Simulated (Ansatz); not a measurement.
Consider CoSi3.

Input

```
crystal:
  lattice:
    - [3.6858922668, 0.0, 0.0]
    - [0.0, 3.6858922668, 0.0]
    - [0.0, 0.0, 3.6858922668]
  atoms:
    - { symbol: Si, position: [0.0, 0.5, 0.5] }
    - { symbol: Si, position: [0.5, 0.0, 0.5] }
    - { symbol: Si, position: [0.5, 0.5, 0.0] }
    - { symbol: Co, position: [0.0, 0.0, 0.0], spin: 0.38 }
basis:
  ecutwfc: 420
kpoints:
  mp_grid: { grid: [12, 12, 12] }
hamiltonian:
  xc: pbesol
scf:
  occupations: { method: gaussian, width: 0.1 }
output:
  forces: true
  stress: true
  eigenvalues: true
  populations: true
  write_density: true
  write_potential: true
  elf: true
  volumetric_format: npy
magnetization:
  spin_polarized: true
relax:
  adjacent_minimum: "off"
  f_tol: 0.01
  max_steps: 80
  cell: { stress_tol: 0.05 }
```

Run with:

```sh
ansatz run input.yaml --threads 1 --pin off --max-ram 2560MiB --backend cpu --events-out ev --progress --plain --runs-dir out
```

Below, planes, directions and counts refer to the conventional cell (a = 3.65 Å, b = 3.65 Å, c = 3.65 Å, α = 90.00°, β = 90.00°, γ = 90.00°).

The fields are those of the run's last geometry, not of the input's.

Space group Pm-3m; started from the Cu3Au (L1_2) prototype, which need not be the ambient phase; the program warned that a starting moment wasn't kept; spin-polarised, but the moments vanished.

These are results of DFT PBEsol, scalar-relativistic, plane waves, PAW in Ansatz 0.2.0, not measurements.

What can the converged valence pseudo-density and electron localisation function tell about the bonding?

Answer. Co–Si (2.58 Å): ρ is about 0.33 e/Å³ halfway; the ELF peaks at about 0.70 in the valence shell of Si, 0.9 Å from its nucleus, and is about 0.45 at the midpoint.

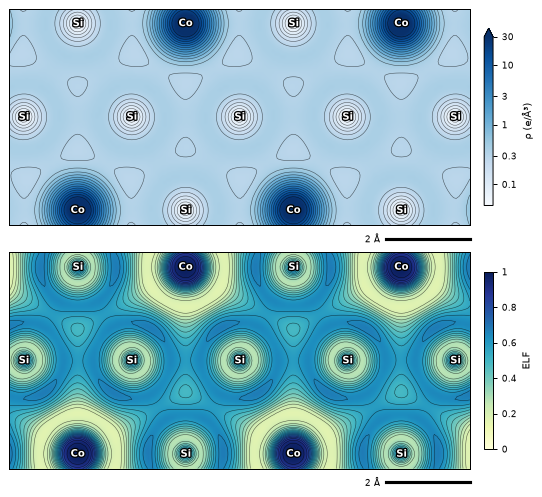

Computed valence pseudo-density and electron localisation function on the (111) plane of the conventional cell, in this order. 

The density is the valence pseudo-density of a PAW calculation; it isn't the true density close to the nuclei.
